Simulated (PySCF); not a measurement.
```xyz
9

C     0.7345   -0.7856   -0.4136
N     0.2036   -1.1784    0.6824
C    -0.5757    0.0825    0.7709
C     0.0725    0.5483   -0.5549
H     1.4615   -1.3357   -1.0110
H    -1.6538   -0.0875    0.7444
H    -0.3240    0.6682    1.6574
H    -0.5995    0.6673   -1.4075
H     0.7276    1.4200   -0.4923
```

Geometry: PBE0-D3(BJ)/def2-TZVP.

These are results of PySCF 2.14.0, PBE0/pcSseg-2, SCF density, gas phase, non-relativistic, not measurements.

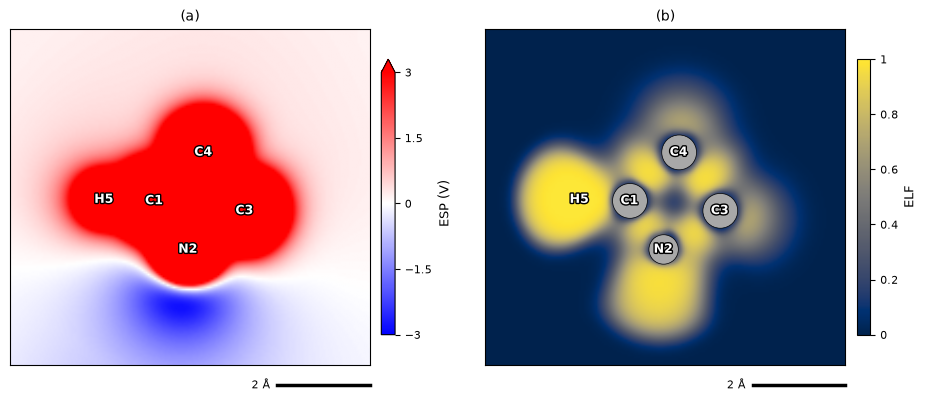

C₃H₅N. (a) molecular electrostatic potential; (b) ELF on the plane of atoms C1, C4 and C3. Grey discs cover the atomic cores in the ELF map.

### Describe what can be read from this map.

The section cuts through C, N and H sites.
C–N (1.28 Å): the ELF peaks at about 0.90 between the atoms; localised, covalent bonding.
C–C (1.50 Å): the ELF peaks at about 0.95 between the atoms, as expected for localised, covalent bonding.
C–H (1.09 Å): the ELF climbs to about 1 towards the hydrogen, as it does in any bond to H; an ordinary covalent bond to hydrogen.
C–C (1.55 Å): the ELF peaks at about 0.95 between the atoms, as expected for a shared electron pair.
The ELF also peaks beside N2, away from the bonds: lone-pair regions.
Outside the dense part of the molecule the potential is most negative (−2.8 V) near N2.
